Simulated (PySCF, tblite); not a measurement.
**C4H8BNSi: geometry, infrared bands and NMR shifts**

Aim: predict the infrared bands and NMR shifts of C4H8BNSi (`C=CB(N)C#C[SiH3]`).

Programs: tblite 0.8.0 and PySCF 2.14.0, with density-fitted response routines of our own. Each step states its level of theory. These are calculated values for one molecule in the gas phase, unless marked as measured. Atoms count from 0, in the outputs and in this text.

### Step 1. The molecule as given

15 atoms, charge 0, multiplicity 1; geometry from: force field or distance geometry start.

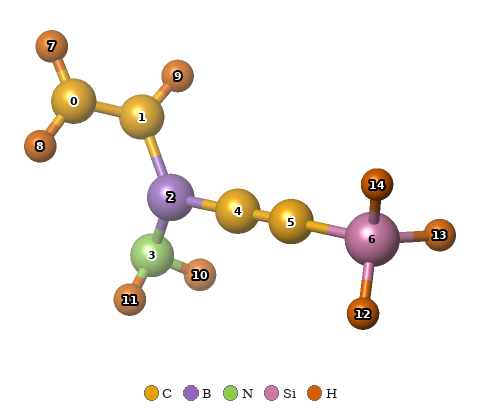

The starting geometry (carbon amber, boron purple, nitrogen green, silicon pink, hydrogen orange), atoms numbered; sticks join atoms by distance.

### Step 2. Geometry optimisation with GFN2-xTB

Job settings and geometry (Å):

```
{"job": {"kind": "relax", "xc": "GFN2-xTB", "basis": "xTB"}, "charge": 0, "multiplicity": 1}
C     -3.130800     0.414800     0.032700
C     -2.063100     0.332700    -0.745900
B     -0.858900    -0.619400    -0.337200
N     -0.963900    -2.118000    -0.576700
C      0.559200    -0.030100    -0.191500
C      1.669200     0.424800    -0.111200
Si     3.374300     1.089100     0.024400
H     -3.977500     1.066800    -0.205500
H     -3.123300    -0.207200     0.939200
H     -1.997900     0.910900    -1.643700
H     -0.215700    -2.429300    -1.253800
H     -0.741600    -2.589700     0.345200
H      4.057300     0.234600     1.022800
H      4.097000     1.026800    -1.275000
H      3.311300     2.500900     0.448800
```

Started as:

```console
> OMP_NUM_THREADS=1 python probes_run.py task.json out
```

The driver reads the jobs from task.json and runs them one after another.

The program printed:

```text
step      E/eV     max force
  0    -500.62553    1.907
  1    -500.74412    2.902
  2    -500.82277    1.393
  3    -500.86976    0.599
  4    -500.89095    0.418
  5    -500.90508    0.328
  6    -500.91143    0.281
  7    -500.91862    0.283
  8    -500.92896    0.328
  9    -500.94510    0.432
 10    -500.96153    0.537
 11    -500.98465    0.513
 12    -501.02012    0.843
 13    -501.07899    1.075
 14    -501.14573    0.790
 15    -501.19326    1.128
 16    -501.23165    1.161
 17    -501.29376    0.814
 18    -501.37292    0.849
 19    -501.43123    0.707
 20    -501.50197    2.362
 21    -501.60114    0.631
 22    -501.64485    0.603
 23    -501.71213    1.174
 24    -501.75382    0.707
 25    -501.79430    0.448
 26    -501.81032    0.405
 27    -501.83290    0.369
 28    -501.85054    0.296
 29    -501.86367    0.418
 30    -501.87519    0.247
 31    -501.88335    0.224
 32    -501.89057    0.153
 33    -501.89315    0.136
 34    -501.89491    0.113
 35    -501.89621    0.115
 36    -501.89822    0.118
 37    -501.90098    0.217
 38    -501.90438    0.171
 39    -501.90732    0.191
 40    -501.90928    0.097
 41    -501.91080    0.095
 42    -501.91232    0.116
 43    -501.91396    0.118
 44    -501.91575    0.129
 45    -501.91777    0.108
 46    -501.91983    0.112
 47    -501.92149    0.100
 48    -501.92259    0.082
 49    -501.92336    0.074
 50    -501.92411    0.076
 51    -501.92481    0.059
 52    -501.92524    0.047
 53    -501.92545    0.044
 54    -501.92562    0.040
 55    -501.92588    0.042
 56    -501.92623    0.043
 57    -501.92661    0.044
 58    -501.92691    0.041
 59    -501.92718    0.046
 60    -501.92757    0.051
 61    -501.92813    0.065
 62    -501.92877    0.076
 63    -501.92939    0.083
 64    -501.92998    0.074
 65    -501.93068    0.089
 66    -501.93156    0.100
 67    -501.93253    0.096
 68    -501.93350    0.104
 69    -501.93441    0.109
 70    -501.93538    0.089
 71    -501.93640    0.084
 72    -501.93708    0.067
 73    -501.93748    0.049
 74    -501.93777    0.045
 75    -501.93810    0.048
 76    -501.93855    0.055
 77    -501.93929    0.078
 78    -501.94006    0.073
 79    -501.94068    0.060
 80    -501.94115    0.061
 81    -501.94171    0.073
 82    -501.94244    0.080
 83    -501.94318    0.083
 84    -501.94365    0.127
 85    -501.94444    0.065
 86    -501.94500    0.039
 87    -501.94537    0.038
 88    -501.94553    0.031
 89    -501.94565    0.025
 90    -501.94584    0.038
 91    -501.94613    0.054
 92    -501.94641    0.046
 93    -501.94655    0.026
 94    -501.94658    0.026
 95    -501.94660    0.013
 96    -501.94662    0.018
 97    -501.94666    0.024
 98    -501.94673    0.026
 99    -501.94681    0.017
100    -501.94688    0.021
101    -501.94695    0.024
102    -501.94702    0.024
103    -501.94713    0.032
104    -501.94732    0.039
105    -501.94760    0.058
106    -501.94727    0.131
107    -501.94791    0.083
108    -501.94801    0.046
109    -501.94813    0.023
110    -501.94824    0.022
111    -501.94837    0.032
112    -501.94862    0.037
113    -501.94884    0.038
114    -501.94904    0.030
115    -501.94916    0.029
116    -501.94925    0.025
117    -501.94932    0.022
118    -501.94939    0.028
119    -501.94947    0.022
120    -501.94957    0.026
121    -501.94968    0.028
122    -501.94977    0.022
123    -501.94983    0.019
124    -501.94985    0.018
125    -501.94988    0.015
126    -501.94990    0.016
127    -501.94993    0.017
128    -501.94995    0.009
```

It took 0.62 s on 1 thread of Arm Neoverse V2, shared host.

Step by step: (not every step is listed)

```
step  energy from step 0 (eV)  largest force (eV/Å)
   0                   0.0000                1.9073
   1                  -0.1186                2.9019
   2                  -0.1972                1.3927
   3                  -0.2442                0.5989
   4                  -0.2654                0.4179
   5                  -0.2795                0.3278
   6                  -0.2859                0.2806
   7                  -0.2931                0.2829
   8                  -0.3034                0.3278
  19                  -0.8057                0.7069
  30                  -1.2497                0.2473
  41                  -1.2853                0.0953
  52                  -1.2997                0.0474
  63                  -1.3039                0.0826
  74                  -1.3122                0.0451
  85                  -1.3189                0.0653
  96                  -1.3211                0.0181
 107                  -1.3224                0.0830
 118                  -1.3239                0.0276
 123                  -1.3243                0.0188
 124                  -1.3243                0.0180
 125                  -1.3243                0.0154
 126                  -1.3244                0.0161
 127                  -1.3244                0.0169
 128                  -1.3244                0.0094
```

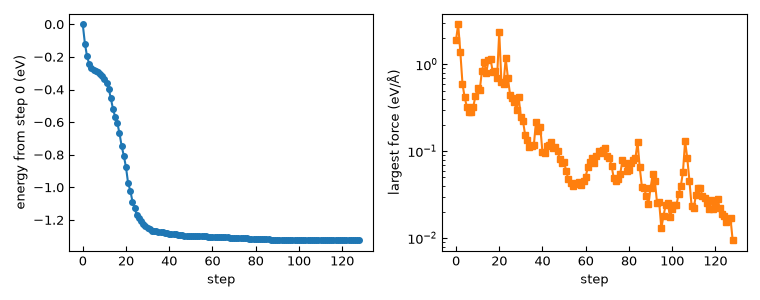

Energy and largest force along the relaxation.

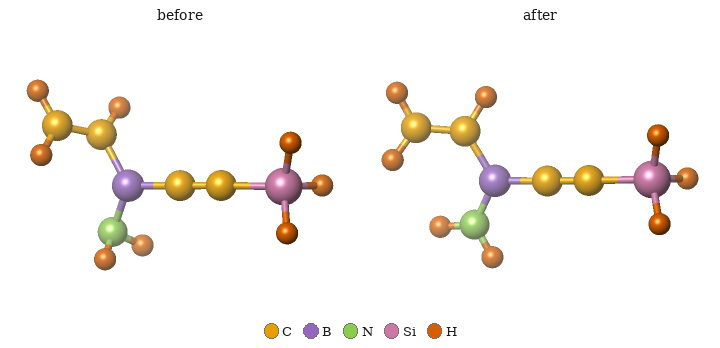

The geometry before (left) and after (right).

Close pairs (by a distance rule), those that changed most:

```
   bond  before (Å)  after (Å)  change (Å)
  B2–N3       1.521      1.388      -0.134
 N3–H11       1.059      1.006      -0.053
 N3–H10       1.056      1.006      -0.050
Si6–H13       1.488      1.467      -0.021
  B2–C4       1.543      1.523      -0.020
  C1–B2       1.589      1.569      -0.020
  C0–H8       1.099      1.080      -0.019
  C1–H9       1.070      1.085      +0.016
```

The next job starts from the end point, and lists it.

### Step 3. Harmonic vibrations with GFN2-xTB

Job settings and geometry (Å):

```
{"job": {"kind": "ir", "xc": "GFN2-xTB", "basis": "xTB"}, "charge": 0, "multiplicity": 1}
C     -3.179102     0.131083    -0.122367
C     -1.932777     0.399688    -0.492344
B     -0.716086    -0.580821    -0.355109
N     -0.905510    -1.954451    -0.301185
C      0.697385    -0.019896    -0.280114
C      1.815537     0.445069    -0.217635
Si     3.512179     1.159794    -0.117614
H     -3.985751     0.842890    -0.217807
H     -3.453210    -0.817561     0.314955
H     -1.735388     1.386441    -0.899064
H     -0.154458    -2.616955    -0.207955
H     -1.812589    -2.385514    -0.355825
H      4.283681     0.398839     0.872640
H      4.142772     1.053883    -1.437943
H      3.418902     2.565501     0.289799
```

The program printed:

```text
mode    cm-1     km/mol
  1      18.1      0.09
  2      47.9      0.27
  3      65.8      1.38
  4     106.2      2.80
  5     187.3      1.64
  6     223.0      0.58
  7     248.0      0.23
  8     318.2      0.78
  9     394.0      2.00
 10     431.8      0.82
 11     535.6     86.33
 12     539.6     76.86
 13     567.0      7.71
 14     573.0     12.82
 15     597.1    158.92
 16     634.5     70.34
 17     772.5     67.37
 18     790.7    177.52
 19     793.9    221.85
 20     796.9    489.81
 21     866.2     43.82
 22     919.7     13.91
 23    1020.8      8.88
 24    1042.0     10.94
 25    1153.0    243.47
 26    1295.1      9.67
 27    1363.2    160.94
 28    1427.3      8.59
 29    1528.0    109.76
 30    1665.7     28.32
 31    2218.5    448.59
 32    2226.5    451.19
 33    2240.0    176.47
 34    2250.6     10.77
 35    3023.4     43.35
 36    3067.9     54.43
 37    3080.9     77.40
 38    3487.2      1.41
 39    3526.2      0.64
```

Run time: 0.35 s. Hardware: 1 thread of Arm Neoverse V2, shared host.

Which atoms move in the most intense modes:

```
cm⁻¹  km/mol                                   atoms
 791   177.5            H13 58 %, H12 20 %, H14 18 %
 794   221.8            H14 40 %, H12 38 %, H13 14 %
 797   489.8  H12 28 %, H14 27 %, H13 13 %, Si6 10 %
1153   243.5                                 B2 63 %
1363   160.9                        B2 59 %, N3 13 %
2218   448.6                      H12 81 %, H13 10 %
2226   451.2                      H13 57 %, H14 37 %
2240   176.5            H14 48 %, H13 26 %, H12 12 %
```

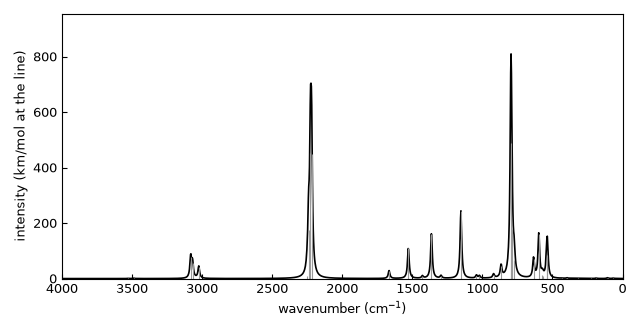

The infrared spectrum from these modes, unscaled. Lines are broadened to a width of 14 cm⁻¹ (Lorentzian).

### Step 4. NMR shieldings: PBE0/pcSseg-1

Same as in step 3 but for these lines:

```diff
@@ -1,2 +1,2 @@
-{"job": {"kind": "ir", "xc": "GFN2-xTB", "basis": "xTB"}, "charge": 0, "multiplicity": 1}
+{"job": {"kind": "nmr", "xc": "PBE0", "basis": "pcSseg-1"}, "charge": 0, "multiplicity": 1}
 C     -3.179102     0.131083    -0.122367
```

Level: GIAO PBE0/pcSseg-1 NMR shielding, non-relativistic, gas phase.

The program printed:

```text
coarse grid: 13080 points
cycle   1  E = -525.7586975699  dE =  6.512e-01  |g| = 4.911e-01  |ddm| = 3.516e+00
cycle   2  E = -525.7434681371  dE =  1.523e-02  |g| = 5.490e-01  |ddm| = 1.022e+00
cycle   3  E = -525.8164764662  dE = -7.301e-02  |g| = 1.592e-01  |ddm| = 5.627e-01
cycle   4  E = -525.8226788484  dE = -6.202e-03  |g| = 4.253e-02  |ddm| = 1.322e-01
cycle   5  E = -525.8230433153  dE = -3.645e-04  |g| = 1.852e-02  |ddm| = 3.834e-02
cycle   6  E = -525.8231246969  dE = -8.138e-05  |g| = 3.321e-03  |ddm| = 1.380e-02
cycle   7  E = -525.8231274281  dE = -2.731e-06  |g| = 1.017e-03  |ddm| = 3.190e-03
final grid: 121936 points
cycle   8  E = -525.8607936594  dE = -2.671e-05  |g| = 7.369e-03  |ddm| = 2.658e-02
cycle   9  E = -525.8607889685  dE =  4.691e-06  |g| = 8.870e-03  |ddm| = 1.123e-02
cycle  10  E = -525.8608060418  dE = -1.707e-05  |g| = 1.206e-03  |ddm| = 5.735e-03
cycle  11  E = -525.8608064106  dE = -3.688e-07  |g| = 2.223e-04  |ddm| = 1.132e-03
cycle  12  E = -525.8608064185  dE = -7.852e-09  |g| = 1.296e-04  |ddm| = 2.245e-04
cycle  13  E = -525.8608064223  dE = -3.850e-09  |g| = 4.035e-05  |ddm| = 1.068e-04
cycle  14  E = -525.8608064227  dE = -3.582e-10  |g| = 1.513e-05  |ddm| = 3.714e-05
converged SCF energy = -525.8608064227

GIAO shielding tensors (ppm)
atom      isotropic    diamagn.    paramagn.     s11        s22        s33       span
  0 C       51.083     253.321    -202.239    -71.381     56.717    167.911    239.292
  1 C       39.130     258.513    -219.382    -85.036     30.341    172.086    257.122
  2 B       74.490     194.068    -119.578     39.116     65.070    119.284     80.167
  3 N      160.831     317.858    -157.028     62.786    198.026    221.681    158.895
  4 C       59.600     261.790    -202.190    -52.254    -38.000    269.054    321.308
  5 C       77.608     266.454    -188.846     -7.296      8.102    232.016    239.312
  6 Si     449.298     882.290    -432.993    440.375    443.819    463.700     23.325
  7 H       25.560      28.462      -2.902     22.986     24.786     28.907      5.921
  8 H       25.726      31.728      -6.002     22.294     25.139     29.747      7.453
  9 H       25.033      32.415      -7.382     21.617     24.432     29.052      7.435
 10 H       27.628      31.685      -4.057     22.567     25.900     34.416     11.849
 11 H       27.492      31.302      -3.810     22.319     26.063     34.095     11.776
 12 H       27.449      28.950      -1.502     24.010     25.955     32.381      8.371
 13 H       27.429      28.599      -1.170     24.149     25.838     32.301      8.152
 14 H       27.422      29.157      -1.735     23.944     25.942     32.381      8.436
```

It took 17 s on 1 thread of Arm Neoverse V2, shared host; peak memory 0.74 GiB.

The references, computed at this level on geometries of the same kind, shield at (ppm): ¹H TMS 31.72, ¹³C TMS 186.9, ²⁹Si TMS 349.2, ¹⁵N NH3 267.7, ¹¹B BF3·OEt2 100.1. Their shielding less the atom's gives the shift. The references are single molecules in the gas phase, so shifts against H2O, NH3, PH3, H3PO4 or CFCl3 are not on the usual liquid scales and can be off by tens of ppm. Atoms listed in one row are averaged.

```
        atoms                         environment  σ (ppm)  δ (ppm)  δ scaled to CDCl3
           C1                           alkene CH     39.1    147.8              142.3
           C0                terminal =CH2 carbon     51.1    135.8              130.7
           C4                       alkyne carbon     59.6    127.3              122.4
           C5                       alkyne carbon     77.6    109.3              104.8
           H9            hydrogen on an alkene CH    25.03     6.68               6.41
           H7  hydrogen on a terminal =CH2 carbon    25.56     6.16               5.91
           H8  hydrogen on a terminal =CH2 carbon    25.73     5.99               5.75
H12, H13, H14   hydrogen on a silicon bonded to C    27.43     4.28                  –
     H10, H11  hydrogen on a nitrogen bonded to B    27.56     4.16                  –
           B2              boron bonded to 2 C, N     74.5     25.6                  –
           N3           nitrogen bonded to B, 2 H    160.8    106.9                  –
          Si6            silicon bonded to C, 3 H    449.3   -100.1                  –
```

The scaled column applies a straight-line fit of computed shieldings to shifts measured in CDCl3 (root-mean-square error 0.16 ppm for H, 1.9 ppm for C).

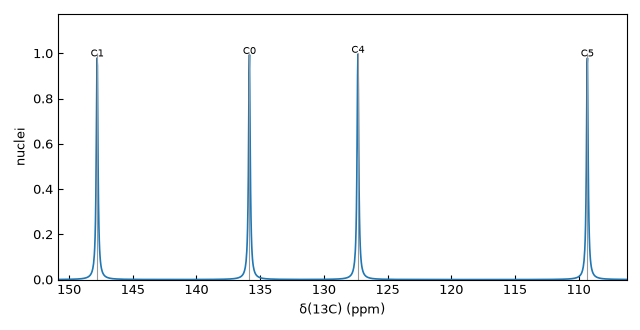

¹³C lines at the computed shifts, without couplings. Lines are broadened to a width of 0.15 ppm (Lorentzian).

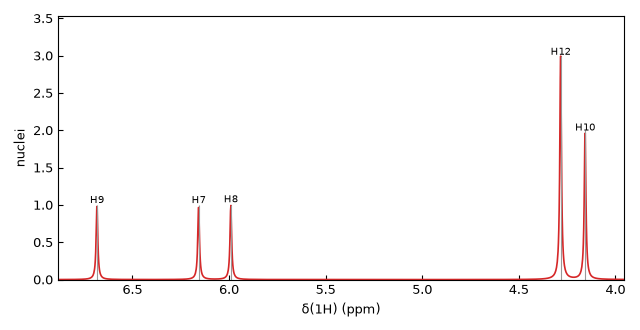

¹H lines at the computed shifts, without couplings. Lines are broadened to a width of 0.01 ppm (Lorentzian).

Charges from the same density, by scheme (e):

```
atoms  Mulliken    IAO  Hirshfeld  ESP fit
   C0     -0.17  -0.27      -0.08    -0.32
   C1     -0.39  -0.26      -0.11    -0.35
   B2      0.50   0.21       0.16     0.68
   N3     -0.43  -0.52      -0.22    -0.97
   C4     -0.09  -0.11      -0.11    -0.34
   C5     -0.41  -0.33      -0.16    -0.15
  Si6      0.52   0.63       0.34     0.42
```

Mulliken charges:

C0 -0.17; C1 -0.39; B2 0.50; N3 -0.43; C4 -0.09; C5 -0.41; Si6 0.52; H7 0.12; H8 0.10; H9 0.12; H10 0.20; H11 0.19; H12 -0.09; H13 -0.08; H14 -0.08

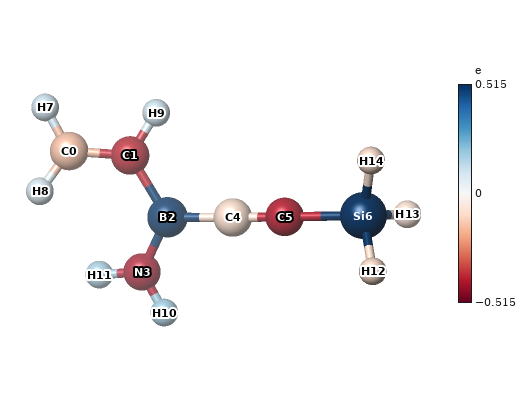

Mulliken charges, as colours on the atoms.

Mayer bond orders: C0–C1 1.98, C1–B2 0.93, B2–N3 1.38, B2–C4 0.96, C4–C5 2.49, C5–Si6 0.98.

### Step 5. Results

```
                                                              quantity                             value
                             strongest single infrared mode (GFN2-xTB)              797 cm⁻¹, 490 km/mol
                                          zero-point energy (GFN2-xTB)                     65.8 kcal/mol
                                ¹³C shifts against TMS (PBE0/pcSseg-1)    147.8, 135.8, 127.3, 109.3 ppm
¹H shifts against TMS (PBE0/pcSseg-1, means over atoms taken as alike)  6.68, 6.16, 5.99, 4.28, 4.16 ppm
                           ¹¹B shifts against BF3·OEt2 (PBE0/pcSseg-1)                          25.6 ppm
                                ¹⁵N shifts against NH3 (PBE0/pcSseg-1)                         106.9 ppm
                               ²⁹Si shifts against TMS (PBE0/pcSseg-1)                        -100.1 ppm
```

Relaxing lowered the energy by 1.324 eV in 128 steps; the close pair that moved most is B2–N3, from 1.521 to 1.388 Å. No mode is imaginary among the 39: a minimum at this level. Unscaled tight-binding wavenumbers are off by several per cent, some by more. Its intensities can rank the bands wrongly. At PBE0/pcSseg-1: The widest tensor belongs to C4: span 321 ppm, with a paramagnetic part of -202 ppm.
